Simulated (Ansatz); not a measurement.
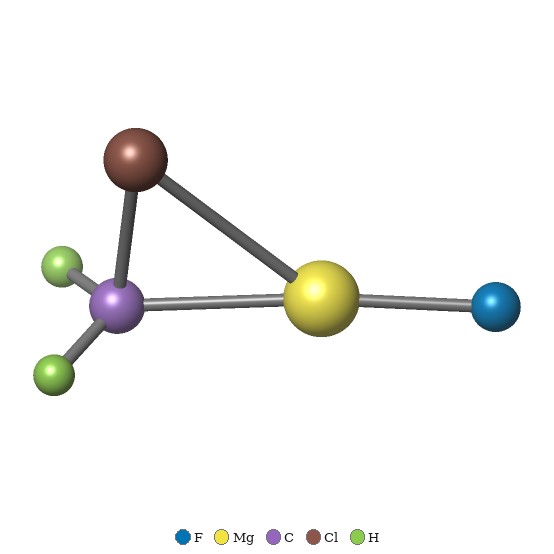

A ball-and-stick model of a molecule. Every bond is drawn as one stick, whatever its order.

The computed structure is the end point of a PBE0-D4/def2-TZVP optimisation. No frequency run is at hand to confirm it as a minimum.

Identify the structure.

The molecule is CH2ClFMg. This geometry has Cs symmetry. Coordination, clear cases only: 1 Mg T-shaped.

The parts below concern this one geometry. Atoms keep their numbers from picture to picture.

### Dipole moment

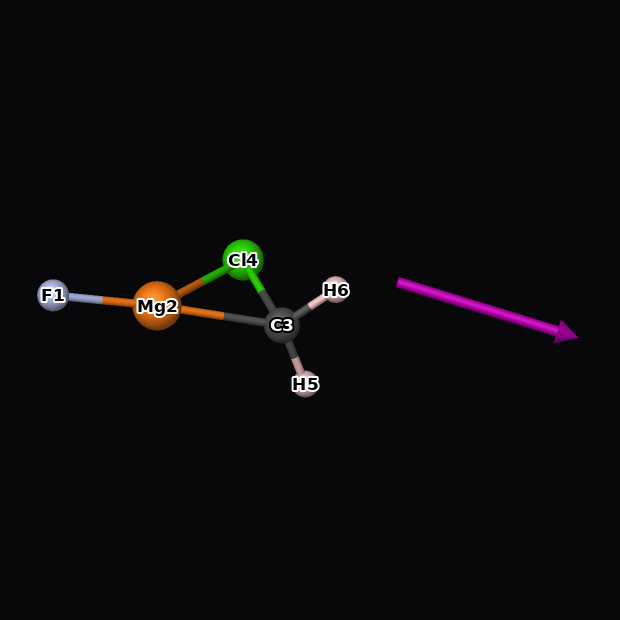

The arrow beside the molecule shows the direction of the dipole moment, from the negative to the positive end (its length means nothing). No frequency run is at hand to confirm it as a minimum. Level of theory: RKS PBE0-D4/def2-TZVP (Ansatz 0.2.0).

How large is the dipole moment?

Answer. 2.70 D; it points from the side of F1 to the side of H5, H6 (the outermost atoms at the two ends).

### Electronic properties

No frequency run is at hand to confirm it as a minimum. Properties computed with RKS PBE0-D4/def2-TZVPP (Ansatz 0.2.0).

Give the HOMO–LUMO gap at this level.

Answer. 6.30 eV.

What is the HOMO energy (Kohn–Sham orbital)?

Answer. −7.45 eV.

### Charges

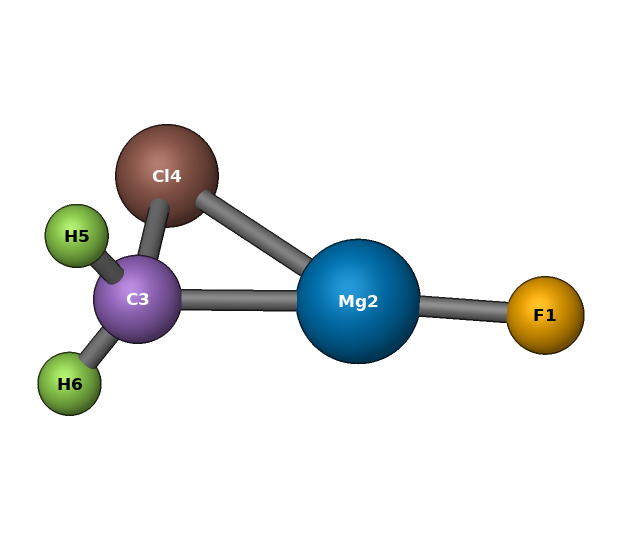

The questions are on Mulliken charges. No frequency run is at hand to confirm it as a minimum. Level of theory: RKS PBE0-D4/def2-TZVP (Ansatz 0.2.0).

Which atom carries the highest charge (most positive or least negative)?

Answer. Mg2 (0.92 e).

And the lowest?

Answer. F1 (−0.57 e).

List the Mulliken charges.

```
atom  value (e)
  F1      −0.57
 Mg2       0.92
  C3      −0.50
 Cl4      −0.18
  H5       0.16
  H6       0.16
```

Mulliken values depend strongly on the basis set and can even reverse the polarity of a bond.
